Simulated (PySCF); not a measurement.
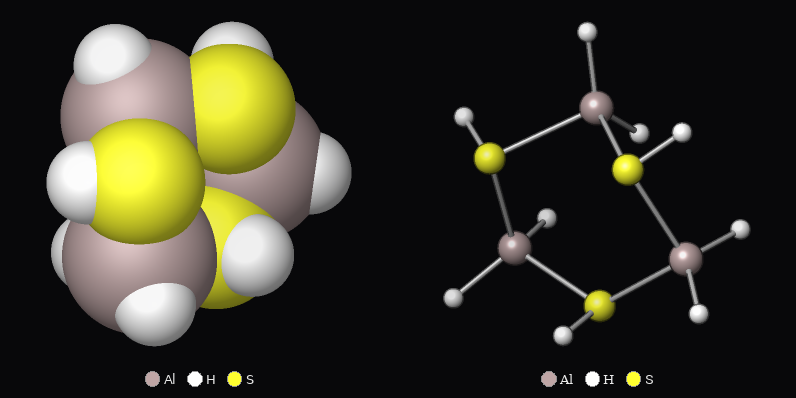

Both panels show the same species.

Computed geometry: PBE0-D3(BJ)/def2-SVP optimisation. No frequency run is at hand to confirm it as a minimum.

**Give the formula.**

Al₃H₉S₃, 15 atoms: 3 aluminium, 9 hydrogen and 3 sulfur.

**How many bonds of each kind are drawn?**

6 Al–H, 6 Al–S, 3 S–H. Sticks follow a distance rule.

More results for the same structure follow; atom numbers are the same in all pictures, views and colours differ.

### Geometry

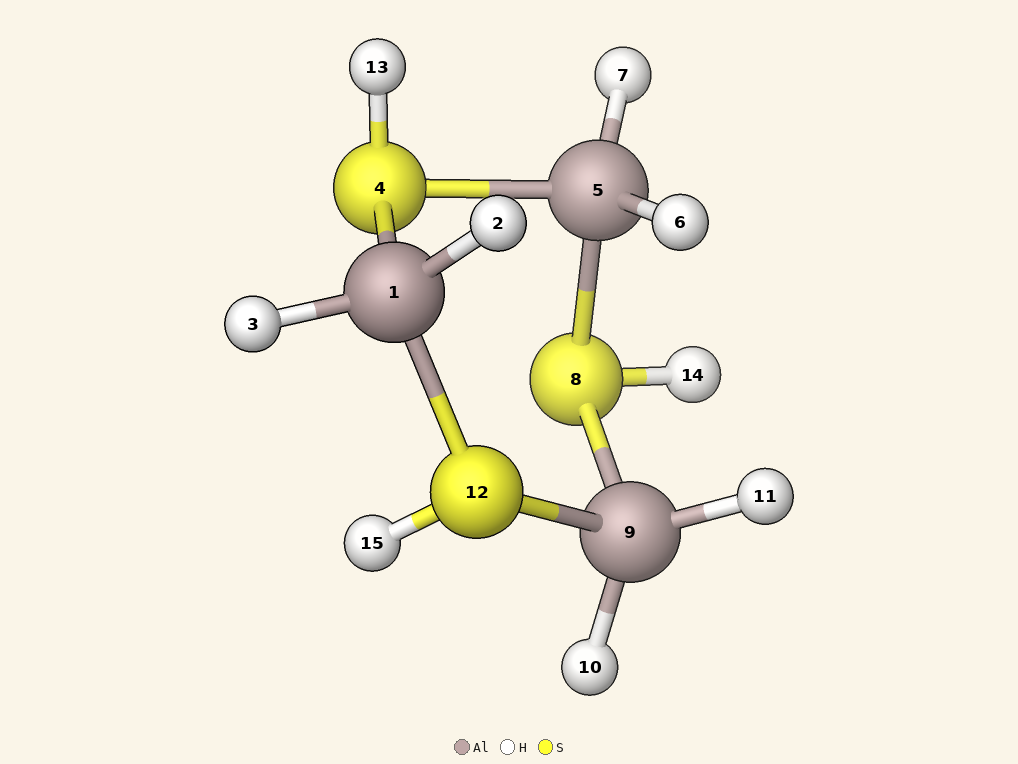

Numbered structure. No frequency run is at hand to confirm it as a minimum.

Give these bond angles: Al1–S12–Al9, H2–Al1–S12, H3–Al1–S4, H3–Al1–S12, S4–Al1–S12, S4–Al5–S8, Al5–S4–H13, Al5–S8–Al9, Al5–S8–H14, S8–Al9–H10, H10–Al9–S12, H11–Al9–S12.

```tsv
angle	degrees
Al1–S12–Al9	127.3
H2–Al1–S12	108.0
H3–Al1–S4	106.8
H3–Al1–S12	103.6
S4–Al1–S12	100.7
S4–Al5–S8	93.3
Al5–S4–H13	96.9
Al5–S8–Al9	99.3
Al5–S8–H14	96.7
S8–Al9–H10	106.7
H10–Al9–S12	103.3
H11–Al9–S12	107.5
```

### Polarisability

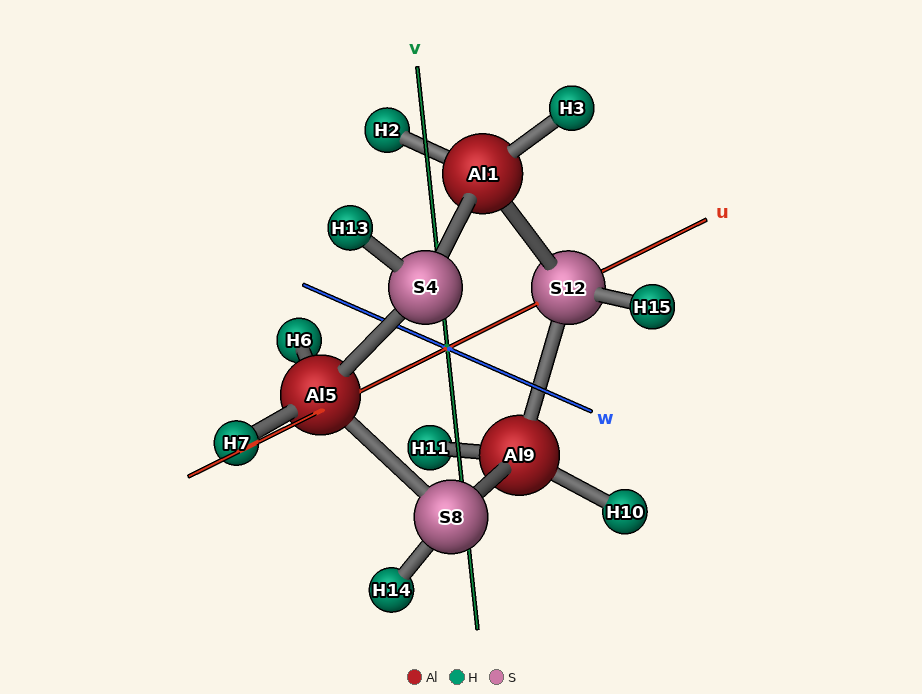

The lines u, v and w are the principal axes of the static dipole polarisability. No frequency run is at hand to confirm it as a minimum. Level of theory: ωB97X-D/def2-SVPD (PySCF 2.14.0).

**Along which axis is the molecule most polarisable, and along which least?**

Most along v, least along w.

**Give the three principal values.**

u 154.8, v 163.2, w 126.2 bohr³; mean 148.0, anisotropy 33.6 bohr³.

### Ring current

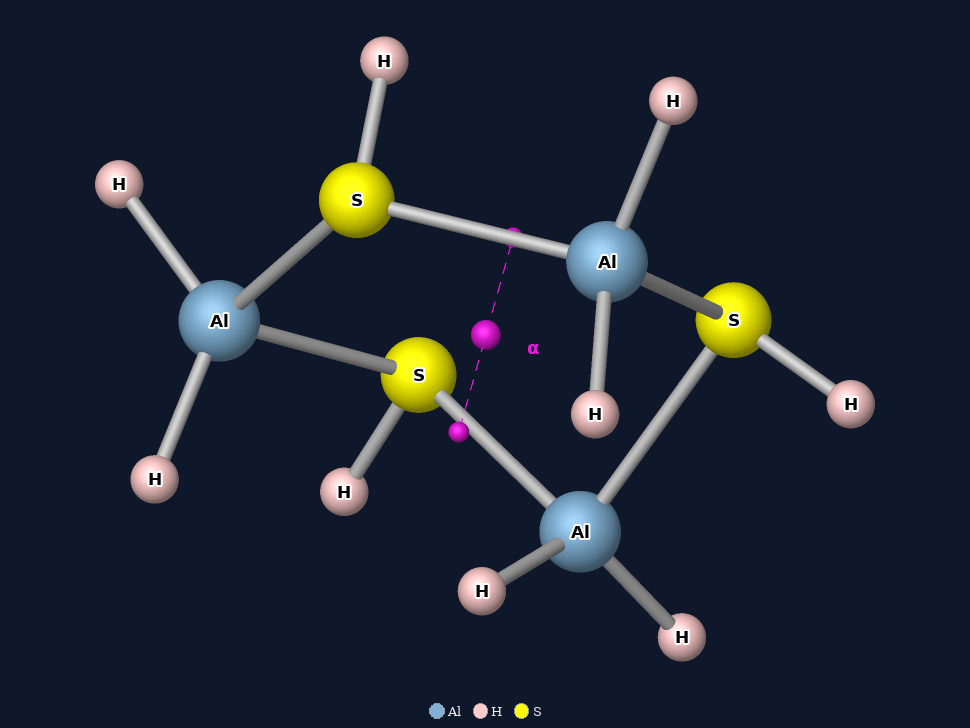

The small points mark where nucleus-independent chemical shifts (NICS) were computed: at the centre of each lettered ring and 1 Å above and below it. No frequency run is at hand to confirm it as a minimum. Level of theory: GIAO PBE/pcSseg-1 (pcSseg-2 on Al) NMR shielding, non-relativistic, gas phase (PySCF 2.14.0).

Give NICS(0), NICS(1) and the out-of-plane component NICS(1)zz for each ring (means of the two sides).

| ring | members | NICS(0) | NICS(1) | NICS(1)zz |
| --- | --- | --- | --- | --- |
| α | Al3S3 | −2.5 | −2.6 | 3.0 |

Values in ppm.

**What do the values say about the ring currents?**

Ring α: weak, as in a non-aromatic ring. NICS is one index among several.

### NMR shielding

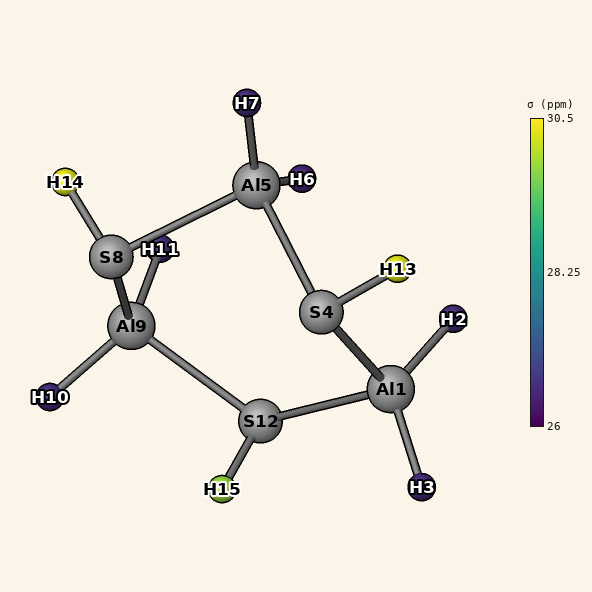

Atoms are coloured by their isotropic NMR shieldings (H only, the others grey). No frequency run is at hand to confirm it as a minimum. Level of theory: GIAO PBE0/pcSseg-1 (pcSseg-2 on Al) NMR shielding, non-relativistic, gas phase (PySCF 2.14.0).

List the isotropic NMR shieldings of the H atoms.

```tsv
atom	σ (ppm)
H2	26.61
H3	26.57
H6	26.49
H7	26.58
H10	26.57
H11	26.62
H13	30.29
H14	30.32
H15	29.80
```
